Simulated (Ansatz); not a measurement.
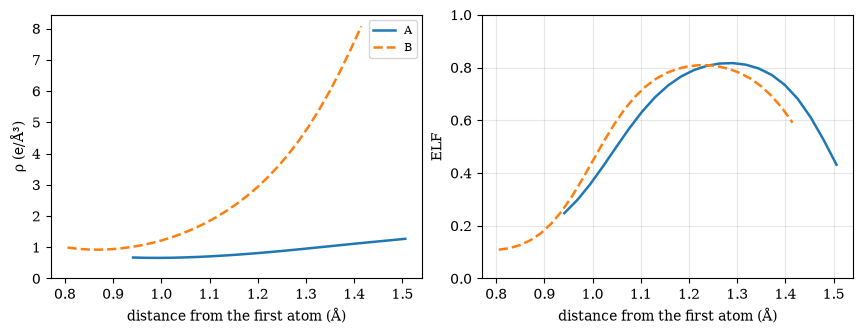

Figure. F2SZn2. Total electron density and ELF along straight lines between neighbouring atoms. The curves leave out the atomic cores.

Geometry: PBE0-D4/def2-SVP.

All numbers below come from Ansatz, RKS PBE0-D4/def2-TZVP.

Input file:

```
crystal:
  periodic: [false, false, false]
  atoms:
    - {symbol: Zn, position_ang: [1.095641, -1.131570, -0.268931]}
    - {symbol: Zn, position_ang: [-1.137720, 1.120671, -0.053981]}
    - {symbol: S, position_ang: [-0.208254, -0.053985, -1.598054]}
    - {symbol: F, position_ang: [2.170819, -2.031013, 0.763616]}
    - {symbol: F, position_ang: [-1.920496, 2.095897, 1.157360]}
basis:
  gaussian: {orbitals: def2-TZVP, initial_orbitals: start.molden}
hamiltonian: {xc: pbe0, dispersion: d4}
scf: {omitted_lower_state_checks: [starts]}
output: {orbitals: {seedname: orbitals}}
```

Launched as:

```sh
ansatz run in.yaml --threads 4 --pin off --events-out ev --progress --plain --max-ram 3916MiB
```

**Which curve belongs to which contact (Zn–F and Zn–S)? The first atom named is at distance zero.**

Curve A: Zn–S (2.15 Å): ρ at the midpoint is about 0.69 e/Å³; the ELF peaks at about 0.80 in the valence shell of S, 0.9 Å from its nucleus, and is about 0.55 at the midpoint. Curve B: Zn–F (1.74 Å): ρ is about 0.92 e/Å³ halfway; the ELF peaks at about 0.80 in the valence shell of F, 0.5 Å from its nucleus, and is about 0.15 at the midpoint.
